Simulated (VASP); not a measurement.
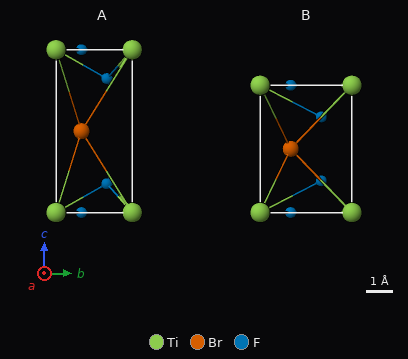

Two geometries of crystalline TiBrF$_{3}$ (a generated structure, set up in P-6m2), drawn at one scale. One is the start of a relaxation, the other its converged end. A ball-and-stick model of the cell of the calculation, seen along the a axis.

Computed with VASP 6.6.1, Kohn-Sham DFT of a periodic cell, PBE, VASP PAW PBE potentials, recommended. Set-up: plane-wave cutoff 520 eV; k-point mesh 4 × 4 × 3; occupations gaussian; smearing width 0.15 eV; no spin polarisation.

> Which one is relaxed?

Structure A is the relaxed one. The run lets cell and atoms move. The largest moves relative to the cell, 0.46 Å, are those of F atoms. Ti and Br stay in place. The volume changes by −12.0 %, with a = b 4.174 → 3.463 Å (−17.0 %), c 5.010 → 6.408 Å (+27.9 %). Among the contacts that change: Br–Br 4.174 → 3.463 Å, F–Ti 2.714 → 2.299 Å, F–Ti 2.410 → 1.999 Å, Br–Ti 3.476 → 3.777 Å. Among the angles between lasting bonds that change: Ti–F–Ti 100.6° → 97.7°. The space group stays P-6m2 (No. 187). The energy falls by 661 meV per atom in 13 geometry steps. The largest force component goes from 1.7 to 0.03 eV/Å. The pressure goes from −10.78 to 0.52 GPa. The volume changes by over a tenth within one run on a fixed set of plane waves, so the end point should be relaxed again from the new cell. It ran on 1 thread of Intel(R) Xeon(R) 6975P-C (Granite Rapids), with other jobs on the host.
